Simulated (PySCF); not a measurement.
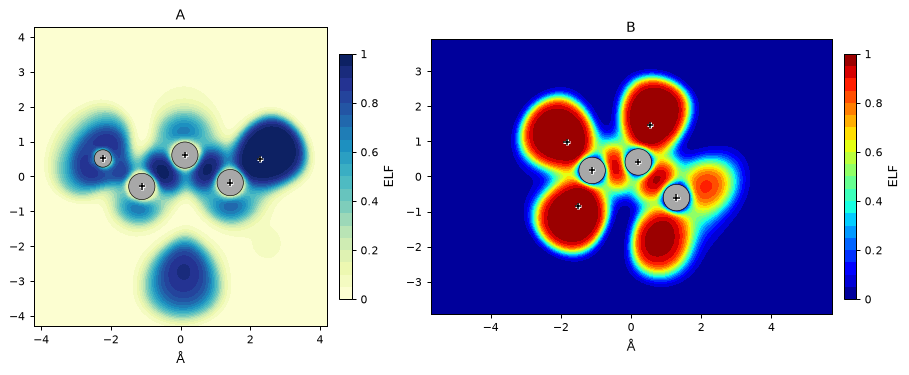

The ELF of 2 systems, each on a plane through atoms (crosses mark nuclei in the plane; grey discs cover the cores).

Method: CAM-B3LYP/def2-SVPD, SCF density, gas phase in PySCF 2.14.0.

System 1: C$_{4}$H$_{7}$FS$_{2}$ (SMILES F[C@H]1CCSSC1), the plane of atoms C2, C3 and C4. Geometry: GFN2-xTB.

```yaml
atoms:
  - { symbol: F, position_ang: [1.5109, -1.6652, 0.5806] }
  - { symbol: C, position_ang: [0.7506, -0.7288, -0.0973] }
  - { symbol: C, position_ang: [-0.6302, -0.6724, 0.5573] }
  - { symbol: C, position_ang: [-1.6064, 0.2126, -0.2032] }
  - { symbol: S, position_ang: [-1.0813, 1.9654, -0.1370] }
  - { symbol: S, position_ang: [0.6592, 1.7844, -1.1777] }
  - { symbol: C, position_ang: [1.4978, 0.5984, -0.0736] }
  - { symbol: H, position_ang: [0.6733, -1.0950, -1.1307] }
  - { symbol: H, position_ang: [-0.5210, -0.3078, 1.5817] }
  - { symbol: H, position_ang: [-1.0243, -1.6907, 0.6021] }
  - { symbol: H, position_ang: [-2.5921, 0.1880, 0.2570] }
  - { symbol: H, position_ang: [-1.6855, -0.0774, -1.2508] }
  - { symbol: H, position_ang: [1.5415, 1.0147, 0.9329] }
  - { symbol: H, position_ang: [2.5067, 0.4734, -0.4636] }
```

System 2: C$_{4}$H$_{9}$Al (SMILES C=C[CH2][AlH][CH3]), the plane of atoms C1, C2 and C3. Geometry: PBE0-D3(BJ)/def2-SVP.

```xyz
14

C    -1.9042    0.8049   -0.2797
C    -1.5030   -0.2123    0.4917
C    -0.5339   -1.2776    0.1205
Al    1.3157   -0.8800    0.7031
C     1.8472    0.9763    0.9944
H    -1.5625    0.9071   -1.3156
H    -2.5905    1.5683    0.0950
H    -1.8889   -0.2542    1.5199
H    -0.4627   -1.3763   -0.9810
H    -0.8381   -2.2676    0.5010
H     2.3362   -2.0956    0.8780
H     1.4664    1.6227    0.1852
H     1.3828    1.3573    1.9219
H     2.9342    1.1259    1.0813
```

### Match each panel to its system.

Panel A is system 1, C$_{4}$H$_{7}$FS$_{2}$: the plane holds F, C and H. C–F (1.38 Å): the ELF peaks at about 0.85 between the atoms: a shared but strongly polarised pair. Panel B is system 2, C$_{4}$H$_{9}$Al: the plane holds C and H. C–C (1.34 Å): the ELF peaks at about 0.95 between the atoms; a multiple bond.
